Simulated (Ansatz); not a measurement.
## Electronic structure of C₂H₅SSi (charge +1) in real space

Input file:

```
crystal:
  periodic: [false, false, false]
  atoms:
    - { symbol: C, position_ang: [-0.18003, 0.9112, -1.34762] }
    - { symbol: S, position_ang: [0.73114, -0.4069, -0.47395] }
    - { symbol: C, position_ang: [-0.27722, -0.5058, 0.96912] }
    - { symbol: Si, position_ang: [0.20633, -0.87447, 2.57821] }
    - { symbol: H, position_ang: [0.14615, 1.86529, -0.94456] }
    - { symbol: H, position_ang: [-1.24523, 0.78373, -1.183] }
    - { symbol: H, position_ang: [0.06272, 0.85872, -2.40494] }
    - { symbol: H, position_ang: [0.1351, -1.42185, -1.16162] }
    - { symbol: H, position_ang: [-1.28826, -0.42469, 1.36827] }
total_charge: 1
basis:
  gaussian: { orbitals: def2-SVP }
hamiltonian:
  xc: pbe0
  dispersion: d4
relax:
  f_tol: 0.02
  max_steps: 50
output:
  orbitals: {}
```

Run with:

```sh
ansatz run input.yaml --threads 2 --pin off --max-ram 3072MiB --backend cpu --events-out ev --progress --plain --runs-dir out
```

The fields are those of the run's last geometry, not of the input's.

These are results of RKS PBE0-D4/def2-SVP in Ansatz 0.2.0, not measurements.

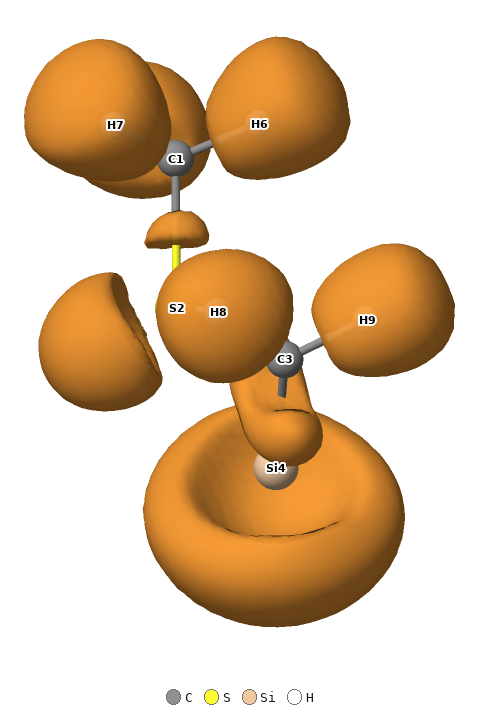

Figure 1. Isosurface of the ELF at 0.85 (orange), seen at an oblique angle. Core shells and regions of very low density are left out.

### What do the ELF domains correspond to?

The surface consists of two regions between bonded C–S atoms (shared pairs), one region between bonded C–Si atoms (shared pairs), five regions around hydrogen nuclei, one lobe on S, pointing away from the bonds (lone pairs) and one lobe on Si, pointing away from the bonds (lone pairs). Profiles from the grid: C–S (1.73 Å): the ELF peaks at about 0.90 between the atoms: a covalent bond. C–Si (1.75 Å): the ELF peaks at about 0.95 between the atoms; localised, covalent bonding.

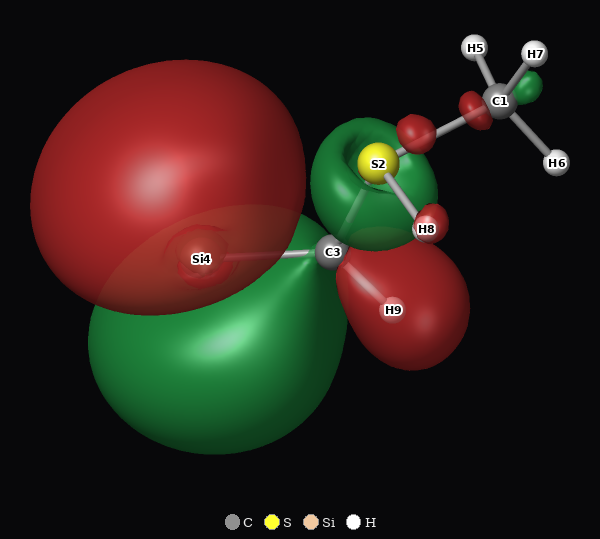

Figure 2. The LUMO at ±0.06 Å⁻³ᐟ² (green and red are the two phases), seen at an oblique angle.

### Where does this orbital lie, and at what energy?

By Hirshfeld shares it lies mainly on Si4 (about 85 %) and C3 (about 10 %). Its energy is −7.74 eV.

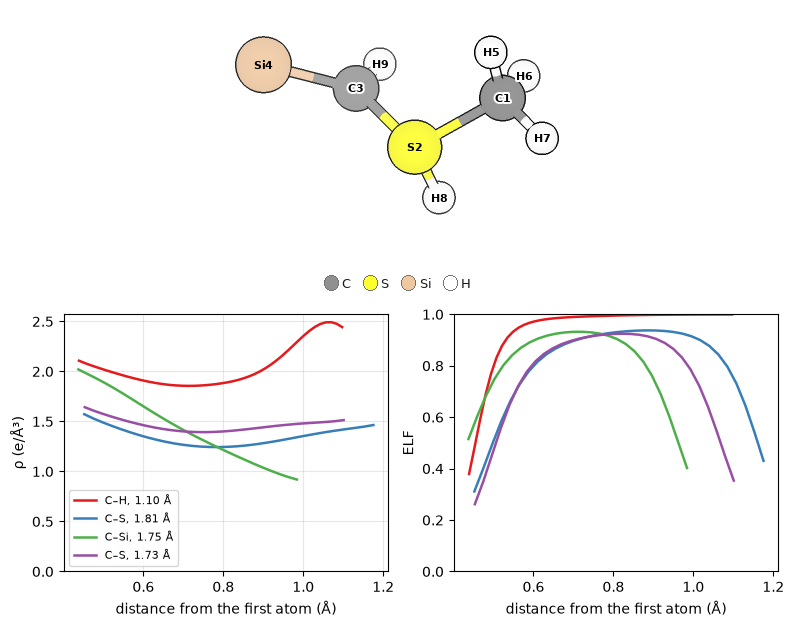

Figure 3. Electron density and ELF along straight lines between neighbouring atoms. The curves leave out the atomic cores. The structure is drawn too.

### What can be read from the curves?

C–H (1.10 Å): the density is about 2 e/Å³ at the midpoint; the ELF climbs to about 1 towards the hydrogen, as it does in any bond to H (an ordinary covalent bond to hydrogen).
C–S (1.81 Å): ρ is about 1.3 e/Å³ halfway; the ELF peaks at about 0.95 between the atoms (a shared electron pair).
C–Si (1.75 Å): the density is about 1.1 e/Å³ at the midpoint; the ELF peaks at about 0.95 between the atoms: a covalent bond.
C–S (1.73 Å): ρ at the midpoint is about 1.4 e/Å³; the ELF peaks at about 0.90 between the atoms (a covalent bond).
